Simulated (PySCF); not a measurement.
# C₃H₇BSi: NMR shifts at several levels of theory

How much do the NMR shifts of C₃H₇BSi (`B[SiH2]C=C=C`) depend on the level of theory, and what does each level cost?

Computed with PySCF 2.14.0, with density-fitted response routines of our own, on a single molecule in the gas phase. Atoms count from 0, in the outputs and in this text.

### 1 The molecule as given

12 atoms, charge 0, multiplicity 1; geometry from: PBE0-D3(BJ)/def2-SVP.

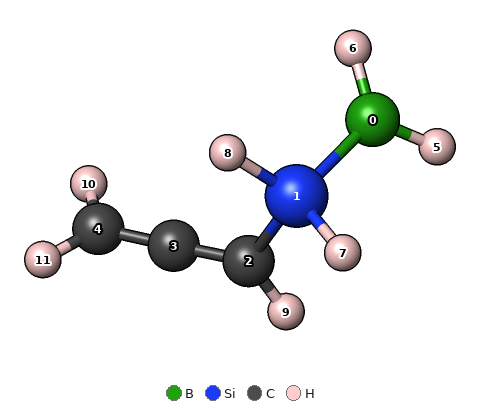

The starting geometry (boron green, silicon blue, carbon dark grey, hydrogen pink), atoms numbered.

### 2 Shielding tensors: PBE0/pcSseg-2

The job: settings as JSON, then the geometry in Å.

```
{"job": {"kind": "nmr", "xc": "PBE0", "basis": "pcSseg-2", "pop": false}, "charge": 0, "multiplicity": 1}
B     -2.161562     0.762121     0.636436
Si    -1.215432    -0.521636    -0.588968
C      0.387221    -0.825742     0.360908
C      1.507158    -0.214837     0.061460
C      2.608782     0.405486    -0.275758
H     -2.651164     0.361309     1.667389
H     -2.161319     1.954831     0.440318
H     -1.938651    -1.822867    -0.757360
H     -0.875647     0.024205    -1.937677
H      0.369956    -1.497113     1.230721
H      2.857523     1.385635     0.143513
H      3.314941    -0.041762    -0.982885
```

With the program's defaults for keys left out, this is: GIAO PBE0/pcSseg-2 NMR shielding, non-relativistic, gas phase.

On the command line:

```
$ OMP_NUM_THREADS=1 python probes_run.py task.json out
```

This one command runs all jobs of the session in turn.

Log:

```text
coarse grid: 10312 points
cycle   1  E = -432.4869723763  dE =  1.951e-01  |g| = 3.167e-01  |ddm| = 2.423e+00
cycle   2  E = -432.4885056100  dE = -1.533e-03  |g| = 3.032e-01  |ddm| = 5.771e-01
cycle   3  E = -432.5133984175  dE = -2.489e-02  |g| = 3.759e-02  |ddm| = 2.942e-01
cycle   4  E = -432.5136718349  dE = -2.734e-04  |g| = 2.478e-02  |ddm| = 5.466e-02
cycle   5  E = -432.5138287997  dE = -1.570e-04  |g| = 7.399e-03  |ddm| = 2.060e-02
cycle   6  E = -432.5138448805  dE = -1.608e-05  |g| = 1.098e-03  |ddm| = 7.082e-03
cycle   7  E = -432.5138452569  dE = -3.764e-07  |g| = 3.936e-04  |ddm| = 1.554e-03
final grid: 94368 points
cycle   8  E = -432.5228677244  dE = -5.957e-05  |g| = 4.911e-03  |ddm| = 5.363e-02
cycle   9  E = -432.5228675206  dE =  2.038e-07  |g| = 4.925e-03  |ddm| = 8.810e-03
cycle  10  E = -432.5228743811  dE = -6.860e-06  |g| = 6.593e-04  |ddm| = 4.719e-03
cycle  11  E = -432.5228744728  dE = -9.170e-08  |g| = 3.379e-04  |ddm| = 7.260e-04
cycle  12  E = -432.5228745020  dE = -2.927e-08  |g| = 7.878e-05  |ddm| = 2.503e-04
cycle  13  E = -432.5228745039  dE = -1.826e-09  |g| = 1.695e-05  |ddm| = 8.701e-05
cycle  14  E = -432.5228745039  dE = -7.606e-11  |g| = 7.290e-06  |ddm| = 2.162e-05
converged SCF energy = -432.5228745039

GIAO shielding tensors (ppm)
atom      isotropic    diamagn.    paramagn.     s11        s22        s33       span
  0 B      -14.645     194.593    -209.238   -132.506    -56.025    144.597    277.103
  1 Si     409.046     879.611    -470.565    387.955    414.582    424.601     36.646
  2 C      113.254     259.141    -145.887     24.890    142.974    171.898    147.007
  3 C      -50.695     261.249    -311.944    -88.801    -79.238     15.955    104.757
  4 C      112.415     257.872    -145.458     23.287    146.453    167.504    144.217
  5 H       21.403      29.811      -8.408      9.421     26.408     28.379     18.958
  6 H       21.305      30.042      -8.736      9.519     26.315     28.082     18.563
  7 H       26.742      28.962      -2.220     23.897     25.309     31.021      7.125
  8 H       26.882      29.815      -2.932     24.659     25.356     30.631      5.972
  9 H       26.485      30.400      -3.914     23.696     26.786     28.973      5.276
 10 H       26.727      31.153      -4.426     24.763     25.418     29.999      5.236
 11 H       26.601      29.116      -2.515     24.653     25.323     29.827      5.174
```

Run time: 29 s. Hardware: 1 thread of Arm Neoverse V1, shared host; peak memory 1.2 GiB.

Shifts follow as δ = σ(reference) − σ, with reference shieldings (ppm) from runs at the same level and on the same kind of geometry: 1H TMS 31.25, 13C TMS 184.1, 29Si TMS 341.3, 11B BF3·OEt2 99.1. The references are single molecules in the gas phase. Atoms listed in one row are averaged.

```csv
atoms,environment,σ (ppm),δ (ppm)
C3,central carbon of an allene,-50.7,234.8
C4,terminal carbon of a cumulated C=C=C unit,112.4,71.7
C2,terminal carbon of a cumulated C=C=C unit,113.3,70.9
"H5, H6",hydrogen on a boron bonded to Si,21.35,9.89
H9,hydrogen on a terminal carbon of a cumulated C=C=C unit,26.49,4.76
"H10, H11",hydrogen on a terminal carbon of a cumulated C=C=C unit,26.66,4.58
"H7, H8","hydrogen on a silicon bonded to C, B",26.81,4.43
B0,"boron bonded to Si, 2 H",-14.6,113.7
Si1,"silicon bonded to C, B, 2 H",409.0,-67.8
```

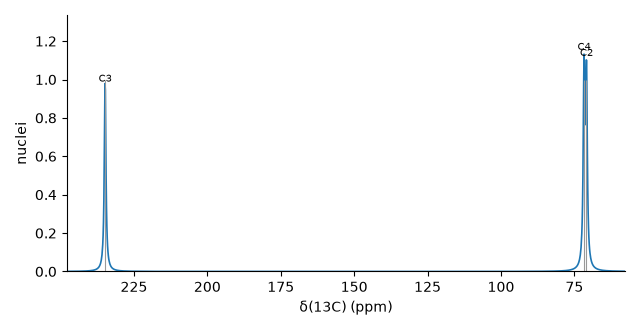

13C lines at the computed shifts, without couplings. Lines are broadened to a width of 0.66 ppm (Lorentzian).

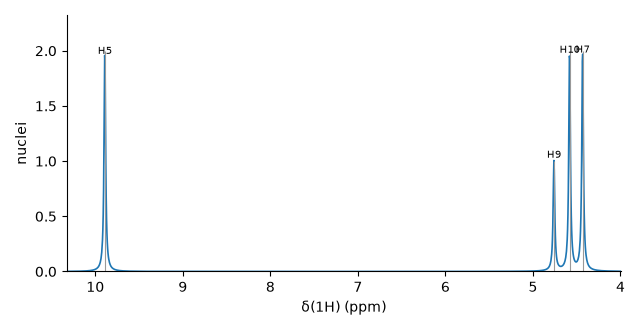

1H lines at the computed shifts, without couplings. Lines are broadened to a width of 0.02 ppm (Lorentzian).

### 3 Nuclear shieldings: mPW1PW91/pcSseg-2

Settings changed since step 2:

```diff
@@ -1,2 +1,2 @@
-{"job": {"kind": "nmr", "xc": "PBE0", "basis": "pcSseg-2", "pop": false}, "charge": 0, "multiplicity": 1}
+{"job": {"kind": "nmr", "xc": "mPW1PW91", "basis": "pcSseg-2", "pop": false}, "charge": 0, "multiplicity": 1}
 B     -2.161562     0.762121     0.636436
```

Method: GIAO mPW1PW91/pcSseg-2 NMR shielding, non-relativistic, gas phase.

Log:

```text
coarse grid: 10312 points
cycle   1  E = -432.7724373539  dE =  1.934e-01  |g| = 3.182e-01  |ddm| = 2.410e+00
cycle   2  E = -432.7742643739  dE = -1.827e-03  |g| = 3.041e-01  |ddm| = 6.044e-01
cycle   3  E = -432.7993830293  dE = -2.512e-02  |g| = 3.715e-02  |ddm| = 2.998e-01
cycle   4  E = -432.7996416415  dE = -2.586e-04  |g| = 2.532e-02  |ddm| = 5.433e-02
cycle   5  E = -432.7998068250  dE = -1.652e-04  |g| = 7.237e-03  |ddm| = 2.059e-02
cycle   6  E = -432.7998223670  dE = -1.554e-05  |g| = 1.074e-03  |ddm| = 7.026e-03
cycle   7  E = -432.7998227218  dE = -3.548e-07  |g| = 4.117e-04  |ddm| = 1.518e-03
final grid: 94368 points
cycle   8  E = -432.8083661212  dE = -5.236e-05  |g| = 3.755e-03  |ddm| = 5.389e-02
cycle   9  E = -432.8083663794  dE = -2.582e-07  |g| = 3.650e-03  |ddm| = 6.897e-03
cycle  10  E = -432.8083700910  dE = -3.712e-06  |g| = 4.213e-04  |ddm| = 3.491e-03
cycle  11  E = -432.8083701199  dE = -2.891e-08  |g| = 2.816e-04  |ddm| = 5.482e-04
cycle  12  E = -432.8083701407  dE = -2.072e-08  |g| = 7.305e-05  |ddm| = 2.212e-04
cycle  13  E = -432.8083701423  dE = -1.635e-09  |g| = 1.044e-05  |ddm| = 7.297e-05
cycle  14  E = -432.8083701423  dE = -3.581e-11  |g| = 3.098e-06  |ddm| = 1.655e-05
converged SCF energy = -432.8083701423

GIAO shielding tensors (ppm)
atom      isotropic    diamagn.    paramagn.     s11        s22        s33       span
  0 B      -13.092     194.976    -208.069   -129.550    -53.696    143.969    273.518
  1 Si     407.443     879.807    -472.363    386.763    413.091    422.475     35.712
  2 C      112.293     258.915    -146.622     23.744    141.853    171.281    147.537
  3 C      -51.725     260.538    -312.262    -89.380    -79.759     13.966    103.346
  4 C      111.542     258.407    -146.865     22.308    145.465    166.853    144.545
  5 H       21.573      29.877      -8.304      9.768     26.495     28.456     18.688
  6 H       21.477      30.112      -8.635      9.863     26.402     28.165     18.302
  7 H       26.824      29.064      -2.240     23.997     25.389     31.086      7.089
  8 H       26.958      29.898      -2.939     24.733     25.442     30.701      5.968
  9 H       26.540      30.501      -3.962     23.779     26.855     28.985      5.205
 10 H       26.782      31.228      -4.446     24.829     25.490     30.027      5.198
 11 H       26.656      29.189      -2.532     24.718     25.396     29.855      5.137
```

Run time: 29 s. Hardware: 1 thread of Arm Neoverse V1, shared host; peak memory 1.2 GiB.

Key values: δ C3 235.3, C4 72.0, C2 71.2, B0 112.2, H5 9.77, H9 4.75 ppm (means over like atoms).

### 4 NMR shieldings: WP04/pcSseg-2

Settings changed since step 3:

```diff
@@ -1,2 +1,2 @@
-{"job": {"kind": "nmr", "xc": "mPW1PW91", "basis": "pcSseg-2", "pop": false}, "charge": 0, "multiplicity": 1}
+{"job": {"kind": "nmr", "xc": "WP04", "basis": "pcSseg-2", "pop": false}, "charge": 0, "multiplicity": 1}
 B     -2.161562     0.762121     0.636436
```

Method: GIAO WP04/pcSseg-2 NMR shielding, non-relativistic, gas phase.

Log:

```text
coarse grid: 10312 points
cycle   1  E = -439.8351167222  dE =  1.197e-01  |g| = 5.174e-01  |ddm| = 2.426e+00
cycle   2  E = -439.8066374500  dE =  2.848e-02  |g| = 5.822e-01  |ddm| = 9.646e-01
cycle   3  E = -439.9043961939  dE = -9.776e-02  |g| = 8.664e-02  |ddm| = 5.818e-01
cycle   4  E = -439.9059207936  dE = -1.525e-03  |g| = 5.488e-02  |ddm| = 1.068e-01
cycle   5  E = -439.9066637721  dE = -7.430e-04  |g| = 1.596e-02  |ddm| = 4.300e-02
cycle   6  E = -439.9067360592  dE = -7.229e-05  |g| = 2.968e-03  |ddm| = 1.531e-02
cycle   7  E = -439.9067385580  dE = -2.499e-06  |g| = 1.394e-03  |ddm| = 3.762e-03
final grid: 94368 points
cycle   8  E = -439.9235643170  dE = -9.025e-05  |g| = 6.040e-03  |ddm| = 6.574e-02
cycle   9  E = -439.9235544875  dE =  9.829e-06  |g| = 8.532e-03  |ddm| = 1.139e-02
cycle  10  E = -439.9235724787  dE = -1.799e-05  |g| = 2.183e-03  |ddm| = 7.161e-03
cycle  11  E = -439.9235736992  dE = -1.221e-06  |g| = 4.543e-04  |ddm| = 1.828e-03
cycle  12  E = -439.9235737538  dE = -5.453e-08  |g| = 1.451e-04  |ddm| = 4.716e-04
cycle  13  E = -439.9235737601  dE = -6.292e-09  |g| = 4.848e-05  |ddm| = 1.641e-04
cycle  14  E = -439.9235737606  dE = -5.837e-10  |g| = 1.652e-05  |ddm| = 4.355e-05
converged SCF energy = -439.9235737606

GIAO shielding tensors (ppm)
atom      isotropic    diamagn.    paramagn.     s11        s22        s33       span
  0 B       -8.670     194.466    -203.137   -114.545    -43.824    132.358    246.903
  1 Si     389.702     881.649    -491.947    371.530    395.930    401.647     30.117
  2 C       97.506     260.218    -162.712     10.039    123.521    158.958    148.918
  3 C      -65.090     261.170    -326.260    -93.394    -83.800    -18.075     75.319
  4 C       98.538     255.000    -156.462     10.630    129.429    155.556    144.926
  5 H       23.382      30.330      -6.948     13.271     27.581     29.293     16.022
  6 H       23.299      30.831      -7.532     13.366     27.479     29.052     15.686
  7 H       27.720      29.388      -1.668     25.094     26.323     31.743      6.649
  8 H       27.866      30.933      -3.067     25.706     26.425     31.467      5.761
  9 H       26.960      31.031      -4.072     24.572     27.469     28.838      4.266
 10 H       27.198      31.535      -4.337     25.370     26.104     30.120      4.750
 11 H       27.083      29.693      -2.610     25.260     26.019     29.970      4.710
```

It took 30 s on 1 thread of Arm Neoverse V1, shared host; peak memory 1.2 GiB.

This run: δ C3 237.2, C2 74.6, C4 73.6, B0 102.9, H5 8.27, H9 4.65 ppm (means over like atoms).

### 5 Nuclear shieldings: B97-2/pcSseg-2

Settings changed since step 4:

```diff
@@ -1,2 +1,2 @@
-{"job": {"kind": "nmr", "xc": "WP04", "basis": "pcSseg-2", "pop": false}, "charge": 0, "multiplicity": 1}
+{"job": {"kind": "nmr", "xc": "B97-2", "basis": "pcSseg-2", "pop": false}, "charge": 0, "multiplicity": 1}
 B     -2.161562     0.762121     0.636436
```

With the program's defaults for keys left out, this is: GIAO B97-2/pcSseg-2 NMR shielding, non-relativistic, gas phase.

Log:

```text
coarse grid: 10312 points
cycle   1  E = -432.7626117877  dE =  1.769e-01  |g| = 3.214e-01  |ddm| = 2.429e+00
cycle   2  E = -432.7618729764  dE =  7.388e-04  |g| = 3.217e-01  |ddm| = 5.981e-01
cycle   3  E = -432.7906860797  dE = -2.881e-02  |g| = 3.912e-02  |ddm| = 3.178e-01
cycle   4  E = -432.7909669912  dE = -2.809e-04  |g| = 2.821e-02  |ddm| = 5.910e-02
cycle   5  E = -432.7911751030  dE = -2.081e-04  |g| = 7.566e-03  |ddm| = 2.246e-02
cycle   6  E = -432.7911925478  dE = -1.744e-05  |g| = 1.232e-03  |ddm| = 7.816e-03
cycle   7  E = -432.7911929721  dE = -4.242e-07  |g| = 5.786e-04  |ddm| = 1.701e-03
final grid: 94368 points
cycle   8  E = -432.7972281965  dE = -6.982e-05  |g| = 3.718e-03  |ddm| = 7.866e-02
cycle   9  E = -432.7972286169  dE = -4.204e-07  |g| = 2.615e-03  |ddm| = 5.360e-03
cycle  10  E = -432.7972301835  dE = -1.567e-06  |g| = 1.179e-03  |ddm| = 3.122e-03
cycle  11  E = -432.7972305124  dE = -3.289e-07  |g| = 3.266e-04  |ddm| = 1.006e-03
cycle  12  E = -432.7972305423  dE = -2.986e-08  |g| = 5.013e-05  |ddm| = 3.128e-04
cycle  13  E = -432.7972305427  dE = -3.901e-10  |g| = 2.995e-05  |ddm| = 6.912e-05
converged SCF energy = -432.7972305427

GIAO shielding tensors (ppm)
atom      isotropic    diamagn.    paramagn.     s11        s22        s33       span
  0 B       -5.585     194.752    -200.337   -115.955    -44.472    143.673    259.628
  1 Si     413.707     879.877    -466.169    393.350    419.490    428.282     34.932
  2 C      113.775     259.221    -145.446     27.740    142.586    170.999    143.259
  3 C      -47.009     261.830    -308.838    -83.394    -73.875     16.243     99.637
  4 C      112.974     258.388    -145.414     26.274    145.954    166.694    140.420
  5 H       21.929      29.971      -8.043     10.610     26.592     28.585     17.974
  6 H       21.833      30.251      -8.418     10.708     26.498     28.293     17.585
  7 H       26.948      29.145      -2.196     24.160     25.509     31.176      7.016
  8 H       27.098      30.126      -3.028     24.891     25.590     30.812      5.921
  9 H       26.627      30.508      -3.881     23.876     26.930     29.074      5.197
 10 H       26.862      31.293      -4.430     24.891     25.590     30.106      5.214
 11 H       26.738      29.141      -2.402     24.784     25.492     29.939      5.155
```

Run time: 31 s. Hardware: 1 thread of Arm Neoverse V1, shared host; peak memory 1.1 GiB.

In short: δ C3 230.5, C4 70.5, C2 69.7, B0 105.7, H5 9.48, H9 4.73 ppm (means over like atoms).

### 6 NMR shieldings: BHandHLYP/pcSseg-2

Settings changed since step 5:

```diff
@@ -1,2 +1,2 @@
-{"job": {"kind": "nmr", "xc": "B97-2", "basis": "pcSseg-2", "pop": false}, "charge": 0, "multiplicity": 1}
+{"job": {"kind": "nmr", "xc": "BHandHLYP", "basis": "pcSseg-2", "pop": false}, "charge": 0, "multiplicity": 1}
 B     -2.161562     0.762121     0.636436
```

Level: GIAO BHandHLYP/pcSseg-2 NMR shielding, non-relativistic, gas phase.

Log:

```text
coarse grid: 10312 points
cycle   1  E = -432.7108099349  dE =  2.716e-01  |g| = 2.669e-01  |ddm| = 2.388e+00
cycle   2  E = -432.7304477391  dE = -1.964e-02  |g| = 1.431e-01  |ddm| = 5.069e-01
cycle   3  E = -432.7356973765  dE = -5.250e-03  |g| = 3.995e-02  |ddm| = 1.599e-01
cycle   4  E = -432.7362027833  dE = -5.054e-04  |g| = 8.171e-03  |ddm| = 6.258e-02
cycle   5  E = -432.7362185399  dE = -1.576e-05  |g| = 4.251e-03  |ddm| = 9.401e-03
cycle   6  E = -432.7362237279  dE = -5.188e-06  |g| = 6.845e-04  |ddm| = 3.386e-03
final grid: 94368 points
cycle   7  E = -432.7456169681  dE = -2.154e-05  |g| = 1.970e-03  |ddm| = 2.808e-02
cycle   8  E = -432.7456173587  dE = -3.906e-07  |g| = 1.413e-03  |ddm| = 3.149e-03
cycle   9  E = -432.7456178688  dE = -5.101e-07  |g| = 2.299e-04  |ddm| = 1.292e-03
cycle  10  E = -432.7456178789  dE = -1.013e-08  |g| = 1.452e-04  |ddm| = 2.905e-04
cycle  11  E = -432.7456178842  dE = -5.306e-09  |g| = 1.869e-05  |ddm| = 1.277e-04
cycle  12  E = -432.7456178843  dE = -9.982e-11  |g| = 4.713e-06  |ddm| = 2.277e-05
converged SCF energy = -432.7456178843

GIAO shielding tensors (ppm)
atom      isotropic    diamagn.    paramagn.     s11        s22        s33       span
  0 B       -7.531     193.605    -201.135   -122.239    -44.864    144.511    266.750
  1 Si     411.496     877.926    -466.430    389.012    418.782    426.696     37.685
  2 C      112.192     257.646    -145.454     20.465    140.828    175.282    154.817
  3 C      -55.314     261.127    -316.440    -92.557    -84.110     10.726    103.283
  4 C      112.133     255.220    -143.087     21.132    145.478    169.788    148.656
  5 H       22.054      29.956      -7.902     10.715     26.811     28.635     17.920
  6 H       21.964      30.152      -8.188     10.810     26.717     28.364     17.554
  7 H       27.172      29.027      -1.855     24.325     25.732     31.460      7.135
  8 H       27.274      29.645      -2.370     25.013     25.743     31.067      6.053
  9 H       26.765      30.818      -4.053     24.057     27.059     29.179      5.122
 10 H       26.923      31.286      -4.363     24.888     25.688     30.195      5.307
 11 H       26.797      29.441      -2.643     24.783     25.594     30.015      5.232
```

Run time: 30 s. Hardware: 1 thread of Arm Neoverse V1, shared host; peak memory 1.1 GiB.

In short: δ C3 239.6, C4 72.1, C2 72.1, B0 111.1, H5 9.44, H9 4.68 ppm (means over like atoms).

### 7 Nuclear shieldings: CAM-B3LYP/pcSseg-2

Settings changed since step 6:

```diff
@@ -1,2 +1,2 @@
-{"job": {"kind": "nmr", "xc": "BHandHLYP", "basis": "pcSseg-2", "pop": false}, "charge": 0, "multiplicity": 1}
+{"job": {"kind": "nmr", "xc": "CAM-B3LYP", "basis": "pcSseg-2", "pop": false}, "charge": 0, "multiplicity": 1}
 B     -2.161562     0.762121     0.636436
```

Level: GIAO CAM-B3LYP/pcSseg-2 NMR shielding, non-relativistic, gas phase.

Log:

```text
coarse grid: 10312 points
cycle   1  E = -432.7160278924  dE =  2.483e-01  |g| = 2.735e-01  |ddm| = 2.386e+00
cycle   2  E = -432.7312732189  dE = -1.525e-02  |g| = 1.800e-01  |ddm| = 4.892e-01
cycle   3  E = -432.7393148150  dE = -8.042e-03  |g| = 3.135e-02  |ddm| = 1.766e-01
cycle   4  E = -432.7396503985  dE = -3.356e-04  |g| = 1.035e-02  |ddm| = 6.013e-02
cycle   5  E = -432.7396754553  dE = -2.506e-05  |g| = 4.325e-03  |ddm| = 1.062e-02
cycle   6  E = -432.7396812981  dE = -5.843e-06  |g| = 9.215e-04  |ddm| = 4.652e-03
final grid: 94368 points
cycle   7  E = -432.7528147712  dE = -3.549e-05  |g| = 2.688e-03  |ddm| = 3.037e-02
cycle   8  E = -432.7528153113  dE = -5.401e-07  |g| = 2.092e-03  |ddm| = 3.827e-03
cycle   9  E = -432.7528163905  dE = -1.079e-06  |g| = 3.623e-04  |ddm| = 1.802e-03
cycle  10  E = -432.7528164156  dE = -2.501e-08  |g| = 2.024e-04  |ddm| = 4.112e-04
cycle  11  E = -432.7528164257  dE = -1.016e-08  |g| = 2.755e-05  |ddm| = 1.706e-04
cycle  12  E = -432.7528164259  dE = -2.083e-10  |g| = 5.580e-06  |ddm| = 3.105e-05
converged SCF energy = -432.7528164259

GIAO shielding tensors (ppm)
atom      isotropic    diamagn.    paramagn.     s11        s22        s33       span
  0 B      -21.720     193.379    -215.099   -145.421    -63.570    143.831    289.252
  1 Si     398.191     878.371    -480.180    374.589    405.341    414.642     40.053
  2 C      109.828     257.528    -147.700     18.742    137.470    173.270    154.528
  3 C      -56.768     259.790    -316.558    -95.887    -88.123     13.707    109.594
  4 C      110.284     253.324    -143.040     19.277    143.320    168.256    148.980
  5 H       21.503      29.740      -8.237      9.336     26.667     28.506     19.170
  6 H       21.408      29.896      -8.488      9.427     26.572     28.226     18.800
  7 H       26.949      28.788      -1.839     24.097     25.581     31.170      7.072
  8 H       27.059      29.321      -2.262     24.844     25.561     30.774      5.930
  9 H       26.682      30.856      -4.174     24.053     27.009     28.984      4.931
 10 H       26.872      31.047      -4.175     24.948     25.573     30.095      5.148
 11 H       26.746      29.618      -2.872     24.836     25.485     29.916      5.079
```

It took 42 s on 1 thread of Arm Neoverse V1, shared host; peak memory 1.3 GiB.

In short: δ C3 239.3, C2 72.7, C4 72.3, B0 119.6, H5 9.88, H9 4.65 ppm (means over like atoms).

### 8 Shielding tensors: wB97X-D/pcSseg-2

Settings changed since step 7:

```diff
@@ -1,2 +1,2 @@
-{"job": {"kind": "nmr", "xc": "CAM-B3LYP", "basis": "pcSseg-2", "pop": false}, "charge": 0, "multiplicity": 1}
+{"job": {"kind": "nmr", "xc": "wB97X-D", "basis": "pcSseg-2", "pop": false}, "charge": 0, "multiplicity": 1}
 B     -2.161562     0.762121     0.636436
```

With the program's defaults for keys left out, this is: GIAO wB97X-D/pcSseg-2 NMR shielding, non-relativistic, gas phase.

Log:

```text
coarse grid: 10312 points
cycle   1  E = -432.7457838383  dE =  2.705e-01  |g| = 2.549e-01  |ddm| = 2.388e+00
cycle   2  E = -432.7631670281  dE = -1.738e-02  |g| = 1.338e-01  |ddm| = 4.336e-01
cycle   3  E = -432.7677905822  dE = -4.624e-03  |g| = 3.146e-02  |ddm| = 1.466e-01
cycle   4  E = -432.7681911117  dE = -4.005e-04  |g| = 6.012e-03  |ddm| = 6.962e-02
cycle   5  E = -432.7682055027  dE = -1.439e-05  |g| = 4.200e-03  |ddm| = 1.160e-02
cycle   6  E = -432.7682114079  dE = -5.905e-06  |g| = 8.160e-04  |ddm| = 5.129e-03
final grid: 94368 points
cycle   7  E = -432.7814303108  dE = -1.681e-04  |g| = 4.062e-03  |ddm| = 7.756e-02
cycle   8  E = -432.7814331582  dE = -2.847e-06  |g| = 2.249e-03  |ddm| = 7.741e-03
cycle   9  E = -432.7814342358  dE = -1.078e-06  |g| = 6.938e-04  |ddm| = 2.141e-03
cycle  10  E = -432.7814343615  dE = -1.257e-07  |g| = 2.845e-04  |ddm| = 9.288e-04
cycle  11  E = -432.7814343888  dE = -2.734e-08  |g| = 6.836e-05  |ddm| = 3.114e-04
cycle  12  E = -432.7814343938  dE = -4.980e-09  |g| = 2.515e-05  |ddm| = 2.104e-04
cycle  13  E = -432.7814343948  dE = -9.777e-10  |g| = 9.802e-06  |ddm| = 8.885e-05
converged SCF energy = -432.7814343948

GIAO shielding tensors (ppm)
atom      isotropic    diamagn.    paramagn.     s11        s22        s33       span
  0 B       -7.361     195.117    -202.478   -120.508    -47.051    145.477    265.985
  1 Si     409.317     879.210    -469.893    386.207    416.118    425.626     39.419
  2 C      112.009     258.492    -146.483     21.969    139.292    174.767    152.798
  3 C      -51.473     262.556    -314.029    -91.201    -82.446     19.228    110.429
  4 C      111.680     256.571    -144.891     21.422    144.465    169.152    147.729
  5 H       21.864      29.819      -7.955     10.439     26.639     28.513     18.074
  6 H       21.774      30.049      -8.275     10.531     26.544     28.247     17.715
  7 H       26.939      28.971      -2.032     24.099     25.493     31.224      7.125
  8 H       27.046      29.685      -2.639     24.789     25.520     30.830      6.041
  9 H       26.673      30.592      -3.919     24.033     26.976     29.009      4.975
 10 H       26.865      31.011      -4.146     24.971     25.520     30.104      5.133
 11 H       26.741      29.147      -2.406     24.858     25.433     29.931      5.073
```

Wall time 41 s (1 thread of Arm Neoverse V1, shared host); peak memory 1.2 GiB.

This run: δ C3 235.9, C4 72.7, C2 72.4, B0 107.3, H5 9.54, H9 4.68 ppm (means over like atoms).

(Part 1 of 2 ends here.)
